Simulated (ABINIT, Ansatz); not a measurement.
# PNO (Cc): G0W0 on several meshes in ABINIT

Aim: the GW shift of PNO (Cc) against the k mesh.

Calculated with ABINIT 10.8.3; LDA and many-body steps on it, plane waves.

### 1. Set-up

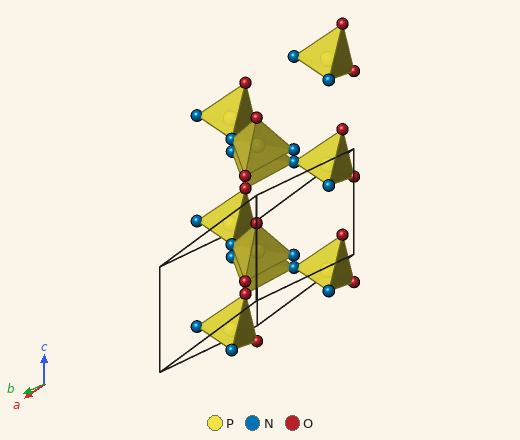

The starting structure, seen from a free direction (phosphorus yellow, nitrogen blue, oxygen red). 1×1×2 cells are drawn. This picture shows the conventional cell, with its axes. Some periodic images of atoms are drawn too.

The cell and positions are those that the Materials Project relaxed with its own functionals (PBE, PBE+U or r2SCAN), kept fixed.

### 2. Empty states on the mesh, 2×2×4 mesh, 150 bands

This step: ABINIT 10.8.3; DFT, LDA, plane waves, norm-conserving pseudopotentials.

The sums over transitions need many empty states on a uniform mesh; this step solves for them.

run.abi reads:

```
acell 3*1.0 Angstrom
rprim 
  3.278002254000 -3.286113380400 0.000000000000
  3.278002254000 3.286113380400 0.000000000000
  -3.028551860300 0.000000000000 3.488865954800
ntypat 3
znucl 15 7 8
natom 6
typat 1 1 2 2 3 3
xred 
  0.730409600000 0.010313920000 0.000167090000
  0.010313920000 0.730409600000 0.500167090000
  0.742864730000 0.382544620000 0.249632690000
  0.382544620000 0.742864730000 0.749632690000
  0.883089610000 0.000777520000 0.750200220000
  0.000777520000 0.883089610000 0.250200220000
pp_dirpath "pseudos"
pseudos "P.upf, N.upf, O.upf"
ecut 36
ngkpt 2 2 4
nshiftk 1
shiftk 0 0 0
kptopt 1
chksymbreak 0
iscf -2
irdden 1
istwfk *1
nband 150
nbdbuf 12
tolwfr 1e-09
nstep 60
prtvol 0
indata_prefix "in"
outdata_prefix "out"
tmpdata_prefix "tmp"
```

Launch:

```
> OMP_NUM_THREADS=1 mpirun -n 4 abinit run.abi > log
```

Numbers of over 12 decimals in the logs are rounded to 6 here.

Log:

```text
.Version 10.8.3 of ABINIT. v10.8.2 released Aug 2026.

 Symmetries : space group Cc (#  9); Bravais mC (1-face-center monocl.)
[... echo of the input left out ...]
== DATASET  1 ==================================================================
-   mpi_nproc: 4, omp_nthreads: 1 (-1 if OMP is not activated)

--- !DatasetInfo
iteration_state: {dtset: 1, }
dimensions: {natom: 6, nkpt: 9, mband: 150, nsppol: 1, nspinor: 1, nspden: 1, mpw: 5252, }
cutoff_energies: {ecut:  36.0, pawecutdg:  -1.0, }
[...]
2.61169    2.61357    2.64988    2.65323    2.66884    2.68213    2.69809    2.70208
   2.72235    2.74374    2.76926    2.77112    2.79389    2.79885    2.84312    2.84834
   2.86835    2.87133    2.89522    2.90061    2.92729    2.93079
 prteigrs : prtvol=0 or 1, do not print more k-points.

== END DATASET(S) ==============================================================
================================================================================

 -outvars: echo values of variables after computation  --------
            nband         150
             nkpt           9
          spgroup           9
 [... the other variables as echoed above ...]

 Calculation completed.
```

It took 2.1 min on 4 MPI ranks of Arm Neoverse N1, shared host; peak memory 0.4 GiB.

This step gave:

```yaml
gap: 5.021 eV
k_of_the_valence_top: 0.5, 0.5, 0
k_of_the_conduction_bottom: 0, 0, 0
least_direct_gap: 5.560 eV
k_points_computed: 9
lowest_point_of_the_top_converged_band_above_the_valence_top: 72.5722 eV
```

On this mesh the gap is 5.021 eV.

The density comes from a self-consistent run that is not shown.

### 3. Screening, 2×2×4 mesh, 65 bands, screening to 114.3 eV

The RPA dielectric matrix is built and inverted for each q.

This step: RPA screening on LDA, plane waves, norm-conserving pseudopotentials.

Changes to run.abi since step 2:

```diff
@@ -24,10 +24,11 @@
 chksymbreak 0
-iscf -2
-irdden 1
 istwfk *1
-nband 150
-nbdbuf 12
-tolwfr 1e-09
-nstep 60
-prtvol 0
+occopt 1
+irdwfk 1
+optdriver 3
+nband 65
+ecuteps 4.2
+inclvkb 2
+awtr 1
+symchi 1
 indata_prefix "in"
```

Log:

```text
.Version 10.8.3 of ABINIT. v10.8.2 released Aug 2026.

 Symmetries : space group Cc (#  9); Bravais mC (1-face-center monocl.)
[... echo of the input left out ...]
== DATASET  1 ==================================================================
-   mpi_nproc: 4, omp_nthreads: 1 (-1 if OMP is not activated)

--- !DatasetInfo
iteration_state: {dtset: 1, }
dimensions: {natom: 6, nkpt: 9, mband: 65, nsppol: 1, nspinor: 1, nspden: 1, mpw: 5252, }
cutoff_energies: {ecut:  36.0, pawecutdg:  -1.0, }
electrons: {nelect:   3.20000000E+01, charge:   0.00000000E+00, occopt:   1.00000000E+00, tsmear:   1.00000000E-02, }

 SCREENING: Calculation of the susceptibility and dielectric matrices

 Based on a program developped by R.W. Godby, V. Olevano, G. Onida, and L. Reining.
 Incorporated in ABINIT by V. Olevano, G.-M. Rignanese, and M. Torrent.
.Using double precision arithmetic ; gwpc =  8

[... cell and pseudopotentials left out ...]
--------------------------------------------------------------------------------

 ==== K-mesh for the wavefunctions ====
 Number of points in the irreducible wedge :     9
[... list of points left out ...]
 Together with  2 symmetry operations and time-reversal symmetry
 yields    16 points in the full Brillouin Zone.

 ==== Q-mesh for the screening function ====
 Number of points in the irreducible wedge :     9
[... list of points left out ...]
 Together with  2 symmetry operations and time-reversal symmetry
 yields    16 points in the full Brillouin Zone.

 setmesh: FFT mesh size selected  =    27x   27x   24
          total number of points  =        17496

 vcoul_init : cutoff-mode = AUXILIARY_FUNCTION
 q-points for optical limit:   1
     1)      0.000010    0.000020    0.000030

- screening: taking advantage of time-reversal symmetry
- Maximum band index for partially occupied states nbvw = 16
- Remaining bands to be divided among processors   nbcw = 49
- Number of bands treated by each node ~12

 Number of electrons calculated from density =   32.0000; Expected =   32.0000
 average of density, n =  0.063088
 r_s =    1.5583
 omega_plasma =   24.2287 [eV]

 calculating chi0 at frequencies [eV] :
  1    0.000000E+00    0.000000E+00
  2    0.000000E+00    2.422865E+01

--------------------------------------------------------------------------------
  q-point number  1        q = ( 0.000000, 0.000000, 0.000000) [r.l.u.]
--------------------------------------------------------------------------------
[... chi0 elements left out ...]
 For q-point:  0.000010 0.000020 0.000030
  dielectric constant =   3.2360
  dielectric constant without local fields =   3.5209

  Average fulfillment of the sum rule on Im[epsilon] for q-point    1 :     44.46  [%]
[... wings left out ...]
  q-point number  2        q = ( 0.500000, 0.000000, 0.000000) [r.l.u.]
--------------------------------------------------------------------------------
[... chi0 elements left out ...]
  Average fulfillment of the sum rule on Im[epsilon] for q-point    2 :     54.66  [%]

 [... 7 further q-points ...]
```

Wall time 28 s (4 MPI ranks); peak memory 0.76 GiB; 1.9 min of CPU time.

This step gave:

* ε∞ with local fields, on this mesh, along the program's q direction: 3.236
* the same without local fields: 3.521
* plasma frequency: 24.23 eV
* plane waves in the screening matrix: 199

Local fields lower ε∞ by 8 %. On a Γ-centred mesh this coarse the value itself is usually too large, while a short band sum pulls it down.

### 4. 2×2×4

The self-energy is evaluated for the states that the input lists, and the levels follow from it, in one-shot runs by the linearised quasiparticle equation.

This step: G0W0 on LDA, plane waves, norm-conserving pseudopotentials.

Changes to run.abi since step 3:

```diff
@@ -27,8 +27,17 @@
 irdwfk 1
-optdriver 3
+optdriver 4
 nband 65
+gwcalctyp 0
+ecutsigx 36
+symsigma 1
+nkptgw 2
+kptgw 
+  0.5000000000 0.5000000000 0.0000000000
+  0.0000000000 0.0000000000 0.0000000000
+bdgw 
+  15 18
+  15 18
 ecuteps 4.2
-inclvkb 2
-awtr 1
-symchi 1
+irdscr 1
+ppmodel 1
 indata_prefix "in"
```

Log:

```text
.Version 10.8.3 of ABINIT. v10.8.2 released Aug 2026.

 Symmetries : space group Cc (#  9); Bravais mC (1-face-center monocl.)
[... echo of the input left out ...]
== DATASET  1 ==================================================================
-   mpi_nproc: 4, omp_nthreads: 1 (-1 if OMP is not activated)

--- !DatasetInfo
iteration_state: {dtset: 1, }
dimensions: {natom: 6, nkpt: 9, mband: 65, nsppol: 1, nspinor: 1, nspden: 1, mpw: 5252, }
cutoff_energies: {ecut:  36.0, pawecutdg:  -1.0, }
electrons: {nelect:   3.20000000E+01, charge:   0.00000000E+00, occopt:   1.00000000E+00, tsmear:   1.00000000E-02, }

 SIGMA: Calculation of the GW corrections

 Based on a program developped by R.W. Godby, V. Olevano, G. Onida, and L. Reining.
 Incorporated in ABINIT by V. Olevano, G.-M. Rignanese, and M. Torrent.
.Using double precision arithmetic ; gwpc =  8

[... cell and pseudopotentials left out ...]
--------------------------------------------------------------------------------

 ==== K-mesh for the wavefunctions ====
 Number of points in the irreducible wedge :     9
[... list of points left out ...]
 Together with  2 symmetry operations and time-reversal symmetry
 yields    16 points in the full Brillouin Zone.

 ==== Q-mesh for screening function ====
 Number of points in the irreducible wedge :     9
[... list of points left out ...]
 Together with  2 symmetry operations and time-reversal symmetry
 yields    16 points in the full Brillouin Zone.

 vcoul_init : cutoff-mode = AUXILIARY_FUNCTION
 q-points for optical limit:   1
     1)      0.000010    0.000020    0.000030
 setmesh: FFT mesh size selected  =    45x   45x   36
          total number of points  =        72900

 Number of electrons calculated from density =   32.0000; Expected =   32.0000
 average of density, n =  0.063088
 r_s =    1.5583
 omega_plasma =   24.2287 [eV]

 === KS Band Gaps ===
  >>>> For spin  1
   Minimum direct gap =   5.5601 [eV], located at k-point      :   0.0000  0.0000  0.0000
   Fundamental gap    =   5.0215 [eV], Top of valence bands at :   0.5000  0.5000  0.0000
                                       Bottom of conduction at :   0.0000  0.0000  0.0000
 SIGMA fundamental parameters:
 PLASMON POLE MODEL  1
 number of plane-waves for SigmaX                 5209
 number of plane-waves for SigmaC and W            199
 number of plane-waves for wavefunctions          5209
 number of bands                                    65
 number of independent spin polarizations            1
 number of spinorial components                      1
 number of k-points in IBZ                           9
 number of q-points in IBZ                           9
 number of symmetry operations                       2
 number of k-points in BZ                           16
 number of q-points in BZ                           16
 number of frequencies for dSigma/dE                 9
 frequency step for dSigma/dE [eV]                0.25
 number of omega for Sigma on real axis              0
 max omega for Sigma on real axis  [eV]           0.00
 zcut for avoiding poles [eV]                     0.10

 EPSILON^-1 parameters (SCR file):
 dimension of the eps^-1 matrix on file            199
 dimension of the eps^-1 matrix used               199
 number of plane-waves for wavefunctions          5209
 number of bands                                    65
 number of q-points in IBZ                           9
 number of frequencies                               2
 number of real frequencies                          1
 number of imag frequencies                          1

 matrix elements of self-energy operator (all in [eV])

 Perturbative Calculation

--- !SelfEnergy_ee
iteration_state: {dtset: 1, }
kpoint     : [   0.500,    0.500,    0.000, ]
spin       : 1
KS_gap     :    5.743
QP_gap     :    8.101
Delta_QP_KS:    2.357
data: !SigmaeeData |
     Band     E0 <VxcDFT>   SigX SigC(E0)      Z dSigC/dE  Sig(E)    E-E0       E
       15   1.395 -16.439 -20.301   3.410   0.813  -0.230 -16.807  -0.368   1.027
       16   2.000 -17.206 -21.165   3.575   0.809  -0.235 -17.517  -0.311   1.689
       17   7.743 -13.690  -7.854  -3.394   0.838  -0.194 -11.644   2.046   9.789
       18   9.003 -13.272  -7.324  -3.531   0.836  -0.195 -11.250   2.023  11.026

--- !SelfEnergy_ee
iteration_state: {dtset: 1, }
kpoint     : [   0.000,    0.000,    0.000, ]
spin       : 1
KS_gap     :    5.560
QP_gap     :    7.854
Delta_QP_KS:    2.294
data: !SigmaeeData |
     Band     E0 <VxcDFT>   SigX SigC(E0)      Z dSigC/dE  Sig(E)    E-E0       E
       15   1.407 -16.901 -20.988   3.590   0.812  -0.232 -17.305  -0.404   1.004
       16   1.461 -16.630 -20.779   3.617   0.811  -0.234 -17.061  -0.431   1.030
       17   7.021 -12.331  -6.984  -3.144   0.846  -0.183 -10.468   1.863   8.884
       18   7.447 -12.883  -7.584  -3.332   0.846  -0.182 -11.218   1.666   9.113

== END DATASET(S) ==============================================================
================================================================================

 -outvars: echo values of variables after computation  --------
           etotal      0.0000000000E+00
            nband          65
             nkpt           9
          spgroup           9
 [... the other variables as echoed above ...]

 Calculation completed.
```

Elapsed: 9.1 s, on 4 MPI ranks; peak memory 0.64 GiB.

This step gave:

```
G0W0 gap on the points computed              : 7.195 eV
starting gap on the mesh                     : 5.021 eV
k of the valence top                         : 0.5, 0.5, 0
k of the conduction bottom                   : 0, 0, 0
Z at the valence top                         : 0.809
Z at the conduction bottom                   : 0.846
least direct G0W0 gap on the computed points : 7.854 eV
```

The gap on the mesh goes from 5.02 eV to 7.20 eV, a correction of +2.17 eV.

### 5. Empty states on the mesh, 2×2×2 mesh, 71 bands

This step: DFT, LDA, plane waves, norm-conserving pseudopotentials.

Changes to run.abi since step 4:

```diff
@@ -19,3 +19,3 @@
 ecut 36
-ngkpt 2 2 4
+ngkpt 2 2 2
 nshiftk 1
@@ -24,20 +24,10 @@
 chksymbreak 0
+iscf -2
+irdden 1
 istwfk *1
-occopt 1
-irdwfk 1
-optdriver 4
-nband 65
-gwcalctyp 0
-ecutsigx 36
-symsigma 1
-nkptgw 2
-kptgw 
-  0.5000000000 0.5000000000 0.0000000000
-  0.0000000000 0.0000000000 0.0000000000
-bdgw 
-  15 18
-  15 18
-ecuteps 4.2
-irdscr 1
-ppmodel 1
+nband 71
+nbdbuf 6
+tolwfr 1e-09
+nstep 60
+prtvol 0
 indata_prefix "in"
```

Log:

```text
.Version 10.8.3 of ABINIT. v10.8.2 released Aug 2026.

 Symmetries : space group Cc (#  9); Bravais mC (1-face-center monocl.)
[... echo of the input left out ...]
== DATASET  1 ==================================================================
-   mpi_nproc: 4, omp_nthreads: 1 (-1 if OMP is not activated)

--- !DatasetInfo
iteration_state: {dtset: 1, }
dimensions: {natom: 6, nkpt: 6, mband: 71, nsppol: 1, nspinor: 1, nspden: 1, mpw: 5252, }
cutoff_energies: {ecut:  36.0, pawecutdg:  -1.0, }
[...]
1.11568    1.14693    1.15366    1.15997    1.18039    1.20020    1.21026    1.26811
   1.28682    1.30789    1.34212    1.35068    1.36251    1.39038    1.41849    1.44284
   1.45062    1.46662    1.47470    1.49215    1.50856    1.52618    1.57737
 prteigrs : prtvol=0 or 1, do not print more k-points.

== END DATASET(S) ==============================================================
================================================================================

 -outvars: echo values of variables after computation  --------
            nband          71
             nkpt           6
          spgroup           9
 [... the other variables as echoed above ...]

 Calculation completed.
```

The job ended after 34 s (4 MPI ranks; peak memory 0.31 GiB; 2.3 min of CPU time).

This step gave:

```yaml
gap: 5.021 eV
k_of_the_valence_top: 0.5, 0.5, 0
k_of_the_conduction_bottom: 0, 0, 0
least_direct_gap: 5.560 eV
k_points_computed: 6
lowest_point_of_the_top_converged_band_above_the_valence_top: 37.41 eV
```

On this mesh the gap is 5.021 eV.

### 6. Screening, 2×2×2 mesh, 65 bands, screening to 114.3 eV

This step: RPA screening on LDA, plane waves, norm-conserving pseudopotentials.

Changes to run.abi since step 5:

```diff
@@ -24,10 +24,11 @@
 chksymbreak 0
-iscf -2
-irdden 1
 istwfk *1
-nband 71
-nbdbuf 6
-tolwfr 1e-09
-nstep 60
-prtvol 0
+occopt 1
+irdwfk 1
+optdriver 3
+nband 65
+ecuteps 4.2
+inclvkb 2
+awtr 1
+symchi 1
 indata_prefix "in"
```

Log:

```text
.Version 10.8.3 of ABINIT. v10.8.2 released Aug 2026.

 Symmetries : space group Cc (#  9); Bravais mC (1-face-center monocl.)
[... echo of the input left out ...]
== DATASET  1 ==================================================================
-   mpi_nproc: 4, omp_nthreads: 1 (-1 if OMP is not activated)

--- !DatasetInfo
iteration_state: {dtset: 1, }
dimensions: {natom: 6, nkpt: 6, mband: 65, nsppol: 1, nspinor: 1, nspden: 1, mpw: 5252, }
cutoff_energies: {ecut:  36.0, pawecutdg:  -1.0, }
electrons: {nelect:   3.20000000E+01, charge:   0.00000000E+00, occopt:   1.00000000E+00, tsmear:   1.00000000E-02, }

 SCREENING: Calculation of the susceptibility and dielectric matrices

 Based on a program developped by R.W. Godby, V. Olevano, G. Onida, and L. Reining.
 Incorporated in ABINIT by V. Olevano, G.-M. Rignanese, and M. Torrent.
.Using double precision arithmetic ; gwpc =  8

[... cell and pseudopotentials left out ...]
--------------------------------------------------------------------------------

 ==== K-mesh for the wavefunctions ====
 Number of points in the irreducible wedge :     6
[... list of points left out ...]
 Together with  2 symmetry operations and time-reversal symmetry
 yields     8 points in the full Brillouin Zone.

 ==== Q-mesh for the screening function ====
 Number of points in the irreducible wedge :     6
[... list of points left out ...]
 Together with  2 symmetry operations and time-reversal symmetry
 yields     8 points in the full Brillouin Zone.

 setmesh: FFT mesh size selected  =    27x   27x   24
          total number of points  =        17496

 vcoul_init : cutoff-mode = AUXILIARY_FUNCTION
 q-points for optical limit:   1
     1)      0.000010    0.000020    0.000030

- screening: taking advantage of time-reversal symmetry
- Maximum band index for partially occupied states nbvw = 16
- Remaining bands to be divided among processors   nbcw = 49
- Number of bands treated by each node ~12

 Number of electrons calculated from density =   32.0000; Expected =   32.0000
 average of density, n =  0.063088
 r_s =    1.5583
 omega_plasma =   24.2287 [eV]

 calculating chi0 at frequencies [eV] :
  1    0.000000E+00    0.000000E+00
  2    0.000000E+00    2.422865E+01

--------------------------------------------------------------------------------
  q-point number  1        q = ( 0.000000, 0.000000, 0.000000) [r.l.u.]
--------------------------------------------------------------------------------
[... chi0 elements left out ...]
 For q-point:  0.000010 0.000020 0.000030
  dielectric constant =   3.3085
  dielectric constant without local fields =   3.5973

  Average fulfillment of the sum rule on Im[epsilon] for q-point    1 :     44.36  [%]
[... wings left out ...]
  q-point number  2        q = ( 0.500000, 0.000000, 0.000000) [r.l.u.]
--------------------------------------------------------------------------------
[... chi0 elements left out ...]
  Average fulfillment of the sum rule on Im[epsilon] for q-point    2 :     54.56  [%]

 [... 4 further q-points ...]
```

Elapsed: 16 s, on 4 MPI ranks; peak memory 0.69 GiB.

Numbers from this step:

| Property | Result |
| --- | --- |
| ε∞ with local fields, on this mesh, along the program's q direction | 3.308 |
| the same without local fields | 3.597 |
| plasma frequency | 24.23 eV |
| plane waves in the screening matrix | 199 |

(Continued in part 2 of 2.)

[Paths, hosts, dates, memory and timing lines, banners, echoed tables and standing remarks are left out of the program output.]

[Logs are printed without paths, hosts, clocks, repeated set-up lines and the standing remarks that a program may print on its own settings, such as how far it seeks lower states.]

[Runs of the session that timed out or met a known fault of the program may be left out.]

[Hosts, paths, dates, database ids (printed as entryN), source tags and the programs' standing remarks are cut or masked in the printed files.]

[G0W0 gaps are taken among the corrected bands and points alone; a level outside them can change the order at an edge.]

[Where Ansatz stands beside ABINIT at settings called matched, ABINIT's density can come from a denser mesh and the files from another edition; pairs whose starting gaps differed by over 0.03 eV were left out, so agreement reads better than it is.]
